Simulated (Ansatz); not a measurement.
# CH₄GeO + H₂: a complex and its separated parts, part 2 of 2

Ansatz 0.2.0, Gaussian basis.

## Step 13: CAM-B3LYP-D4/def2-TZVPP

The inputs:

parta/in.yaml

```yaml
crystal:
  periodic: [false, false, false]
  atoms:
    - {symbol: Ge, position_ang: [-1.426849, -1.148406, 0.210726]}
    - {symbol: O, position_ang: [-0.164901, 0.373049, 0.985334]}
    - {symbol: C, position_ang: [0.491129, 1.144349, 0.318487]}
    - {symbol: H, position_ang: [-2.646181, -0.299969, 0.776620]}
    - {symbol: H, position_ang: [-1.387012, -0.337259, -1.174129]}
    - {symbol: H, position_ang: [1.256876, 1.764342, 0.803217]}
    - {symbol: H, position_ang: [0.333846, 1.229202, -0.765840]}
basis:
  gaussian: {orbitals: def2-TZVPP}
hamiltonian: {xc: {name: CAM-B3LYP}, dispersion: d4}
```

partb/in.yaml

```yaml
crystal:
  periodic: [false, false, false]
  atoms:
    - {symbol: H, position_ang: [1.459608, -1.539150, -0.473636]}
    - {symbol: H, position_ang: [2.083484, -1.186057, -0.680781]}
basis:
  gaussian: {orbitals: def2-TZVPP}
hamiltonian: {xc: {name: CAM-B3LYP}, dispersion: d4}
```

One command serves all of them, each in its own folder.

Run with:

```
$ ansatz run in.yaml --threads 4 --pin off --events-out ev --progress --plain --max-ram 9574MiB
```

Log of parta (excerpt; [...] marks lines left out):

```text
Functional definition: CAM-B3LYP
  name "CAM-B3LYP"
  cite "Yanai, Tew & Handy, Chem. Phys. Lett. 393, 51 (2004) doi:10.1016/j.cplett.2004.06.011"
  cite "Iikura, Tsuneda, Yanai & Hirao, J. Chem. Phys. 115, 3540 (2001) doi:10.1063/1.1383587"
  cite "Becke, Phys. Rev. A 38, 3098 (1988) doi:10.1103/PhysRevA.38.3098"
  cite "Lee, Yang & Parr, Phys. Rev. B 37, 785 (1988) doi:10.1103/PhysRevB.37.785"
[...]
956 factors; their error is unknown
234 factors; integrals over basis functions are off by at most 1.2e-5 eV
[...]
mean field -59668.87641977 eV, -2192.7907634095 hartree, gradient 1.9e-5 eV, S^2 0.000000; 0 other end points of the search recorded, 0 dependent functions left out
reference -59668.87653297 eV, -2192.7907675696 hartree; 25, 25 occupied and 141, 141 virtual orbitals, 956 factors
Total energy: -59668.96917912 eV, -2192.7941722527 hartree
```

Log of partb (excerpt; [...] marks lines left out):

```text
[... 6 set-up lines as earlier in the session ...]
[...]
  # Exact exchange under (alpha + beta erf(omega r))/r, Becke's under what is left of 1/r.
[...]
118 factors; their error is unknown
42 factors; integrals over basis functions are off by at most 6.3e-5 eV
[...]
mean field -31.88030337 eV, -1.1715795395 hartree, gradient 6.4e-5 eV, S^2 0.000000; 0 other end points of the search recorded, 0 dependent functions left out
reference -31.88037331 eV, -1.1715821097 hartree; 1, 1 occupied and 27, 27 virtual orbitals, 118 factors
Total energy: -31.88188672 eV, -1.1716377265 hartree
```

Times: 0.9 s (parta), 0.1 s (partb) on 4 threads of Intel Xeon 6975P-C, shared host.

## Step 14: wB97X-V/def2-TZVPP

The same edit goes into each in.yaml of step 13 (parta, partb):

```diff
-hamiltonian: {xc: {name: CAM-B3LYP}, dispersion: d4}
+hamiltonian: {xc: {name: wB97X-V}}
```

The same command starts each run, in its folder.

Run with:

```
$ ansatz run in.yaml --threads 4 --pin off --events-out ev --progress --plain --max-ram 9574MiB
```

Output in parta (excerpt; [...] marks lines left out):

```text
Functional definition: wB97X-V
  name "wB97X-V"
  cite "Mardirossian & Head-Gordon, Phys. Chem. Chem. Phys. 16, 9904 (2014) doi:10.1039/C3CP54374A"
[... 2 set-up lines as earlier in the session ...]
[...]
      + integral(e_c_pw_opposite_spin*poly(b97_u_opposite, cos0, cos1)) + vv10(b, c)
956 factors; their error is unknown
214 factors; integrals over basis functions are off by at most 1.2e-5 eV
[...]
mean field -59660.53931793 eV, -2192.4843805679 hartree, gradient 4.6e-5 eV, S^2 0.000000; 0 other end points of the search recorded, 0 dependent functions left out
reference -59660.53931621 eV, -2192.4843805049 hartree; 25, 25 occupied and 141, 141 virtual orbitals, 956 factors
Total energy: -59660.53931621 eV, -2192.4843805049 hartree
```

partb printed (excerpt; [...] marks lines left out):

```text
[... 5 set-up lines as earlier in the session ...]
[...]
      + integral(e_c_pw_opposite_spin*poly(b97_u_opposite, cos0, cos1)) + vv10(b, c)
118 factors; their error is unknown
42 factors; integrals over basis functions are off by at most 3.0e-5 eV
[...]
mean field -31.90859795 eV, -1.1726193463 hartree, gradient 8.7e-5 eV, S^2 0.000000; 0 other end points of the search recorded, 0 dependent functions left out
reference -31.90859695 eV, -1.1726193096 hartree; 1, 1 occupied and 27, 27 virtual orbitals, 118 factors
Total energy: -31.90859695 eV, -1.1726193096 hartree
```

Times: 1.9 s (parta), 0.1 s (partb) on 4 threads of Intel Xeon 6975P-C, shared host.

## Step 15: wB97M-V/def2-TZVPP

Each input of step 14 (parta, partb) changes in the same lines:

```diff
-hamiltonian: {xc: {name: wB97X-V}}
+hamiltonian: {xc: {name: wB97M-V}}
```

Each run has its own folder and the same command.

Run with:

```
$ ansatz run in.yaml --threads 4 --pin off --events-out ev --progress --plain --max-ram 9574MiB
```

Output in parta (excerpt; [...] marks lines left out):

```text
Functional definition: wB97M-V
  name "wB97M-V"
  cite "Mardirossian & Head-Gordon, J. Chem. Phys. 144, 214110 (2016) doi:10.1063/1.4952647"
[... 2 set-up lines as earlier in the session ...]
  # Of w^i u^j: cxij and so on, Table III.
[...]
  gx(w, u) = 1 - cx + cx01*u + cx10*w
[...]
      + integral(e_c_pw_mod_opposite_spin*gos(b97_w_opposite, b97_u_opposite)) + vv10(b, c)
953 factors; their error is unknown
214 factors; integrals over basis functions are off by at most 1.2e-5 eV
[...]
mean field -59662.41711651 eV, -2192.5533883930 hartree, gradient 4.7e-5 eV, S^2 0.000000; 0 other end points of the search recorded, 0 dependent functions left out
reference -59662.41715803 eV, -2192.5533899187 hartree; 25, 25 occupied and 141, 141 virtual orbitals, 953 factors
Total energy: -59662.41715803 eV, -2192.5533899187 hartree
```

Output in partb (excerpt; [...] marks lines left out):

```text
[... 5 set-up lines as earlier in the session ...]
  # Of w^i u^j: cxij and so on, Table III.
[...]
  gx(w, u) = 1 - cx + cx01*u + cx10*w
[...]
      + integral(e_c_pw_mod_opposite_spin*gos(b97_w_opposite, b97_u_opposite)) + vv10(b, c)
118 factors; their error is unknown
42 factors; integrals over basis functions are off by at most 3.0e-5 eV
[...]
mean field -31.60110989 eV, -1.1613193683 hartree, gradient 7.3e-6 eV, S^2 0.000000; 0 other end points of the search recorded, 0 dependent functions left out
reference -31.60113414 eV, -1.1613202598 hartree; 1, 1 occupied and 27, 27 virtual orbitals, 118 factors
Total energy: -31.60113414 eV, -1.1613202598 hartree
```

Wall times: 2 s (parta), 0.15 s (partb) on 4 threads of Intel Xeon 6975P-C, shared host.

## Step 16: B2PLYP/def2-TZVPP

Each input of step 15 (parta, partb) changes in the same lines:

```diff
-hamiltonian: {xc: {name: wB97M-V}}
+hamiltonian: {xc: {name: B2PLYP}}
```

One command serves all of them, each in its own folder.

Run with:

```
$ ansatz run in.yaml --threads 4 --pin off --events-out ev --progress --plain --max-ram 9574MiB
```

parta printed (excerpt; [...] marks lines left out):

```text
Functional definition: B2PLYP
  name "B2PLYP"
  cite "Grimme, J. Chem. Phys. 124, 034108 (2006) doi:10.1063/1.2148954"
[... 2 set-up lines as earlier in the session ...]
[...]
1018 factors; integrals over basis functions are off by at most 1.3e-3 eV
[...]
mean field -59648.70549809 eV, -2192.0494957102 hartree, gradient 7.7e-6 eV, S^2 0.000000; 0 other end points of the search recorded, 0 dependent functions left out
11 core orbitals not correlated: weight in the atoms' cores, before any rotation towards them, 1.000 or more for the frozen orbitals, at most 0.000 for the correlated occupied ones
reference -59648.70564405 eV, -2192.0495010740 hartree; 14, 14 occupied and 141, 141 virtual orbitals, 1018 factors
second order -21.45603731 eV of doubles, -0.00000000 eV of singles
Total energy: -59654.49877412 eV, -2192.2623946775 hartree
```

Log of partb (excerpt; [...] marks lines left out):

```text
[... 5 set-up lines as earlier in the session ...]
[...]
145 factors; integrals over basis functions are off by at most 7.4e-4 eV
[...]
mean field -31.55848481 eV, -1.1597529255 hartree, gradient 1.1e-6 eV, S^2 0.000000; 0 other end points of the search recorded, 0 dependent functions left out
reference -31.55857422 eV, -1.1597562115 hartree; 1, 1 occupied and 27, 27 virtual orbitals, 145 factors
second order -1.02367062 eV of doubles, -0.00000000 eV of singles
Total energy: -31.83496529 eV, -1.1699133958 hartree
```

Times: 1.4 s (parta), 0.1 s (partb) on 4 threads of Intel Xeon 6975P-C, shared host.

## Step 17: PBE-QIDH/def2-TZVPP

The same edit goes into each in.yaml of step 16 (parta, partb):

```diff
-hamiltonian: {xc: {name: B2PLYP}}
+hamiltonian: {xc: {name: PBE-QIDH}}
```

One command serves all of them, each in its own folder.

Run with:

```
$ ansatz run in.yaml --threads 4 --pin off --events-out ev --progress --plain --max-ram 9574MiB
```

Output in parta (excerpt; [...] marks lines left out):

```text
Functional definition: PBE-QIDH
  name "PBE-QIDH"
  cite "Brémond, Sancho-García, Pérez-Jiménez & Adamo, J. Chem. Phys. 141, 031101 (2014) doi:10.1063/1.4890314"
[... 1 set-up line as earlier in the session ...]
[...]
1018 factors; integrals over basis functions are off by at most 1.3e-3 eV
[...]
mean field -59639.92788392 eV, -2191.7269243389 hartree, gradient 2.4e-6 eV, S^2 0.000000; 0 other end points of the search recorded, 0 dependent functions left out
11 core orbitals not correlated: weight in the atoms' cores, before any rotation towards them, 1.000 or more for the frozen orbitals, at most 0.000 for the correlated occupied ones
reference -59639.92789416 eV, -2191.7269247151 hartree; 14, 14 occupied and 141, 141 virtual orbitals, 1018 factors
second order -19.83852000 eV of doubles, -0.00000000 eV of singles
Total energy: -59646.54073415 eV, -2191.9699421028 hartree
```

Log of partb (excerpt; [...] marks lines left out):

```text
[... 4 set-up lines as earlier in the session ...]
[...]
145 factors; integrals over basis functions are off by at most 7.4e-4 eV
[...]
mean field -31.52724392 eV, -1.1586048441 hartree, gradient 1.4e-6 eV, S^2 0.000000; 0 other end points of the search recorded, 0 dependent functions left out
reference -31.52725034 eV, -1.1586050800 hartree; 1, 1 occupied and 27, 27 virtual orbitals, 145 factors
second order -0.95921029 eV of doubles, -0.00000000 eV of singles
Total energy: -31.84698710 eV, -1.1703551893 hartree
```

Times: 1.5 s (parta), 0.1 s (partb) on 4 threads of Intel Xeon 6975P-C, shared host.

## Step 18: RPA on PBE/def2-TZVPP

The same edit goes into each in.yaml of step 17 (parta, partb):

```diff
-hamiltonian: {xc: {name: PBE-QIDH}}
+hamiltonian: {xc: pbe}
+correlation: {method: rpa}
```

One command serves all of them, each in its own folder.

Run with:

```
$ ansatz run in.yaml --threads 4 --pin off --events-out ev --progress --plain --max-ram 9574MiB
```

Output in parta (excerpt; [...] marks lines left out):

```text
[... 4 set-up lines as earlier in the session ...]
[...]
1018 factors; integrals over basis functions are off by at most 1.3e-3 eV
[...]
mean field -59654.68651432 eV, -2192.2692940026 hartree, gradient 1.2e-6 eV, S^2 0.000000; 1 other end points of the search recorded, 0 dependent functions left out
11 core orbitals not correlated: weight in the atoms' cores, before any rotation towards them, 1.000 or more for the frozen orbitals, at most 0.000 for the correlated occupied ones
reference -59602.32789697 eV, -2190.3451503049 hartree; 14, 14 occupied and 141, 141 virtual orbitals, 1018 factors
Total energy: -59630.82546093 eV, -2191.3924164639 hartree
```

Output in partb (excerpt; [...] marks lines left out):

```text
[... 4 set-up lines as earlier in the session ...]
[...]
145 factors; integrals over basis functions are off by at most 7.4e-4 eV
[...]
mean field -31.73222102 eV, -1.1661376137 hartree, gradient 1.4e-6 eV, S^2 0.000000; 0 other end points of the search recorded, 0 dependent functions left out
reference -30.80638920 eV, -1.1321139217 hartree; 1, 1 occupied and 27, 27 virtual orbitals, 145 factors
Total energy: -32.86230309 eV, -1.2076673638 hartree
```

Wall times: 1.6 s (parta), 0.1 s (partb) on 4 threads of Intel Xeon 6975P-C, shared host.

## Step 19: CCSD(T)/def2-TZVPP

Each input of step 18 (parta, partb) changes in the same lines:

```diff
-hamiltonian: {xc: pbe}
-correlation: {method: rpa}
+correlation: {method: ccsd_t}
```

Each run has its own folder and the same command.

Run with:

```
$ ansatz run in.yaml --threads 4 --pin off --events-out ev --progress --plain --max-ram 9574MiB
```

Log of parta (excerpt; [...] marks lines left out):

```text
Functional definition: HF
  name "HF"
  cite "Fock, Z. Phys. 61, 126 (1930) doi:10.1007/BF01340294"
[... 1 set-up line as earlier in the session ...]
[...]
1018 factors; integrals over basis functions are off by at most 1.3e-3 eV
[...]
mean field -59604.02340982 eV, -2190.4074592529 hartree, gradient 4.3e-6 eV, S^2 0.000000; 0 other end points of the search recorded, 0 dependent functions left out
11 core orbitals not correlated: weight in the atoms' cores, before any rotation towards them, 1.000 or more for the frozen orbitals, at most 0.000 for the correlated occupied ones
reference -59604.02340982 eV, -2190.4074592529 hartree; 14, 14 occupied and 141, 141 virtual orbitals, 1018 factors
second order -17.50880881 eV of doubles, -0.00000000 eV of singles
cycle   1  -17.42132882 eV  change    8.7e-2 eV  update   1.1e-1
[...]
cycle  11  -18.13490003 eV  change   -9.1e-6 eV  update   2.2e-5
perturbative correction -0.71849634 eV, -0.0264042533 hartree
Total energy: -59622.87680619 eV, -2191.1003087900 hartree
```

Log of partb (excerpt; [...] marks lines left out):

```text
[... 4 set-up lines as earlier in the session ...]
[...]
145 factors; integrals over basis functions are off by at most 7.4e-4 eV
[...]
mean field -30.82769400 eV, -1.1328968589 hartree, gradient 4.3e-7 eV, S^2 0.000000; 0 other end points of the search recorded, 0 dependent functions left out
reference -30.82769400 eV, -1.1328968589 hartree; 1, 1 occupied and 27, 27 virtual orbitals, 145 factors
second order -0.86257744 eV of doubles, -0.00000000 eV of singles
cycle   1  -1.00723484 eV  change   -1.4e-1 eV  update   2.6e-2
[...]
cycle   7  -1.07308660 eV  change    8.1e-7 eV  update   4.2e-7
perturbative correction -0.00000000 eV, -0.0000000000 hartree
Total energy: -31.90078061 eV, -1.1723320642 hartree
```

Times: 8 s (parta), 0.1 s (partb) on 4 threads of Intel Xeon 6975P-C, shared host; peak memory 1.5 GiB.

## Step 20: Vibrations of CH₄GeO

Input file vib-parta/in.yaml:

```yaml
crystal:
  periodic: [false, false, false]
  atoms:
    - {symbol: Ge, position_ang: [-1.426849, -1.148406, 0.210726]}
    - {symbol: O, position_ang: [-0.164901, 0.373049, 0.985334]}
    - {symbol: C, position_ang: [0.491129, 1.144349, 0.318487]}
    - {symbol: H, position_ang: [-2.646181, -0.299969, 0.776620]}
    - {symbol: H, position_ang: [-1.387012, -0.337259, -1.174129]}
    - {symbol: H, position_ang: [1.256876, 1.764342, 0.803217]}
    - {symbol: H, position_ang: [0.333846, 1.229202, -0.765840]}
basis:
  gaussian: {orbitals: def2-TZVP}
hamiltonian: {xc: pbe0, dispersion: d4}
phonons: {temperatures: {t_min: 298.15, t_max: 900, t_step: 200}}
```

Run with:

```
$ ansatz run in.yaml --threads 4 --pin off --events-out ev --progress --plain --max-ram 9574MiB
```

The program printed (excerpt; [...] marks lines left out):

```text
[... 5 set-up lines as earlier in the session ...]
[...]
908 factors; their error is unknown
[...]
mean field -59656.04356360 eV, -2192.3191646437 hartree, gradient 3.5e-5 eV, S^2 0.000000; 0 other end points of the search recorded, 0 dependent functions left out
[...]
Atom 4 at    -1.387012    -0.337259    -1.174129 Å, force     0.000146    -0.000417    -0.000709 eV/Å
Atom 5 at     1.256876     1.764342     0.803217 Å, force     0.000790     0.000482    -0.000594 eV/Å
Atom 6 at     0.333846     1.229202    -0.765840 Å, force     0.000009     0.000421     0.000708 eV/Å
Dipole moment:     0.596122     0.631023    -0.098962 e Å
Vibrations: 145.10 207.84 273.16 354.64 633.29 690.94 885.10 1183.01 1258.39 1496.12 1744.72 1853.40 1926.84 2999.28 3108.56 cm⁻¹, zero-point energy 1.162997 eV
```

Wall time 24 s (4 threads of Intel Xeon 6975P-C, shared host).

The modes, with what each moves most:

```csv
mode,wavenumber (cm⁻¹),character
1,145,torsion
2,208,Ge–O stretch with bend
3,273,bend with Ge–O stretch
4,355,torsion
5,633,bend
6,691,bend
7,885,bend with torsion
8,1183,out-of-plane bend with bend
9,1258,bend
10,1496,bend
11,1745,C–O stretch
12,1853,Ge–H stretch
13,1927,Ge–H stretch
14,2999,C–H stretch
15,3109,C–H stretch
```

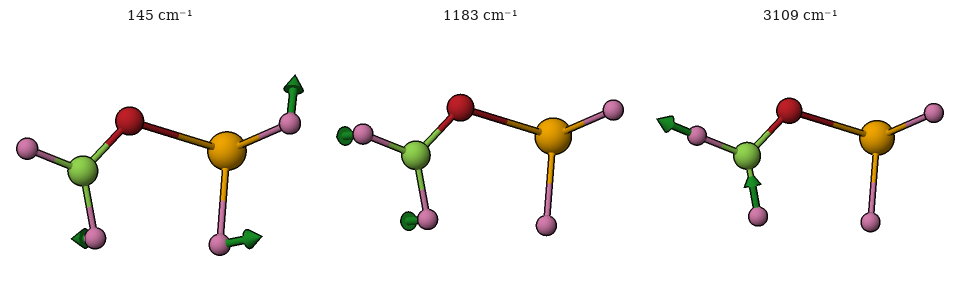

How the atoms move in 3 of the modes.

Vibrational sums (real modes only):

```csv
T (K),entropy (J/mol/K),heat capacity (J/mol/K)
298,35.5,41.4
498,61.6,61.4
698,84.9,76.8
898,105.7,88.2
```

## Step 21: Vibrations of H₂

Input file vib-partb/in.yaml:

```yaml
crystal:
  periodic: [false, false, false]
  atoms:
    - {symbol: H, position_ang: [1.459608, -1.539150, -0.473636]}
    - {symbol: H, position_ang: [2.083484, -1.186057, -0.680781]}
basis:
  gaussian: {orbitals: def2-TZVP}
hamiltonian: {xc: pbe0, dispersion: d4}
phonons: {temperatures: {t_min: 298.15, t_max: 900, t_step: 200}}
```

Run with:

```
$ ansatz run in.yaml --threads 4 --pin off --events-out ev --progress --plain --max-ram 9574MiB
```

The program printed (excerpt; [...] marks lines left out):

```text
[... 5 set-up lines as earlier in the session ...]
[...]
88 factors; their error is unknown
[...]
mean field -31.78865263 eV, -1.1682114369 hartree, gradient 1.8e-5 eV, S^2 0.000000; 0 other end points of the search recorded, 0 dependent functions left out
[...]
reference -31.78854849 eV, -1.1682076099 hartree; 1, 1 occupied and 11, 11 virtual orbitals, 88 factors
Total energy: -31.79027505 eV, -1.1682710600 hartree
Atom 0 at     1.459608    -1.539150    -0.473636 Å, force     0.002323     0.001315    -0.000771 eV/Å
Atom 1 at     2.083484    -1.186057    -0.680781 Å, force    -0.002323    -0.001315     0.000771 eV/Å
Dipole moment:    -0.000000    -0.000000     0.000000 e Å
Vibrations: 4413.99 cm⁻¹, zero-point energy 0.273633 eV
```

It took 0.15 s on 4 threads of Intel Xeon 6975P-C, shared host.

Wavenumbers and character of the modes:

```csv
mode,wavenumber (cm⁻¹),character
1,4414,H–H stretch
```

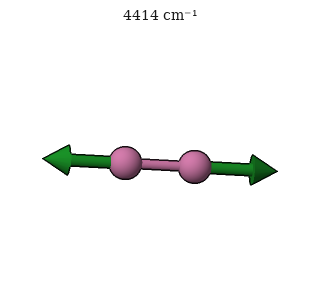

How the atoms move in 1 of the modes.

Vibrational sums (real modes only):

```csv
T (K),entropy (J/mol/K),heat capacity (J/mol/K)
298,0.0,0.0
498,0.0,0.0
698,0.0,0.1
898,0.1,0.4
```

## Step 22: Complex less separated parts

The complex's own energies come from single points at the same levels.

Rows are in def2-TZVPP; times add the 3 runs of a level on a shared host, so small differences are noise.

Differences are taken before rounding.

```csv
method,rung,complex less parts (eV),from CCSD(T) (eV),time
SPW92,LDA,-0.1699,-0.1441,1.1 s
PBE-D4,GGA,-0.0921,-0.0663,1.4 s
BLYP-D4,GGA,-0.0600,-0.0342,1.6 s
r2SCAN-D4,meta-GGA,-0.0676,-0.0418,2.4 s
B97M-V,meta-GGA,-0.0697,-0.0439,4.8 s
PBE0-D4,hybrid,-0.0672,-0.0414,1.8 s
B3LYP-D4,hybrid,-0.0514,-0.0256,1.9 s
r2SCAN0-D4,hybrid,-0.0557,-0.0299,2.9 s
BHLYP-D4,hybrid,-0.0360,-0.0102,1.8 s
CAM-B3LYP-D4,range-separated hybrid,-0.0421,-0.0163,2.2 s
wB97X-V,range-separated hybrid,-0.0340,-0.0082,4.3 s
wB97M-V,range-separated hybrid,-0.0323,-0.0065,4.7 s
B2PLYP,double hybrid,-0.0139,+0.0119,3.2 s
PBE-QIDH,double hybrid,-0.0312,-0.0054,3.5 s
RPA on PBE,RPA,-0.0148,+0.0110,3.5 s
Hartree-Fock,wavefunction,0.0606,+0.0864,
MP2,wavefunction,-0.0275,-0.0016,
CCSD,wavefunction,-0.0124,+0.0134,
CCSD(T),wavefunction,-0.0258,0,22 s
```

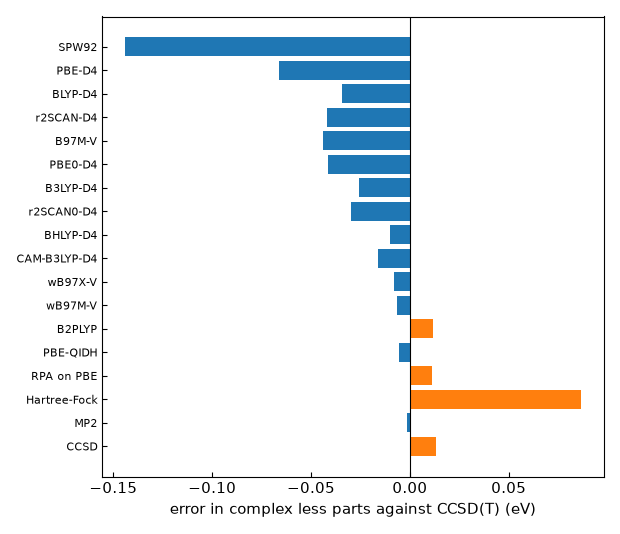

Error of each method against CCSD(T).

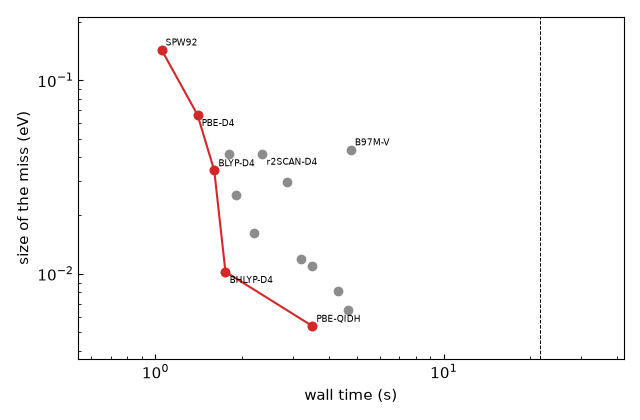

Miss against cost. Red marks the levels that no quicker level drawn beats (of those quicker than the yardstick), and the dashed line is the time of CCSD(T). Only those levels and the largest misses are named. Times are from a shared host.

For cost: PBE-QIDH gets within 0.0054 eV in 3.5 s, where CCSD(T) took 22 s; the quickest level in the cost chart, SPW92, takes 1.1 s and misses by 0.1441 eV.

The complex's zero-point energy, from a separate PBE0-D4 run, is 1.502 eV.

## Step 23: Results

The summary covers parts 1 to 2.

```
                              quantity       value
complex less parts, CCSD(T)/def2-TZVPP  -0.0258 eV
                with zero-point energy  +0.0398 eV
                 largest T1 diagnostic       0.017
```

At CCSD(T) the complex lies 0.0258 eV below its parts. Among the functionals PBE-QIDH lands nearest to CCSD(T) (-0.0054 eV) and SPW92 farthest (-0.1441 eV). Mean unsigned error by rung: LDA 0.1441, GGA 0.0502, meta-GGA 0.0428, hybrid 0.0268, range-separated hybrid 0.0103, double hybrid 0.0086 eV. PBE-D4 gives a relative energy 0.0663 eV too low, an error of 257 % of the reference. No counterpoise was applied, and triple zeta lacks some correlation, so the CCSD(T) reference has a basis error of its own, and close matches with it are partly luck.
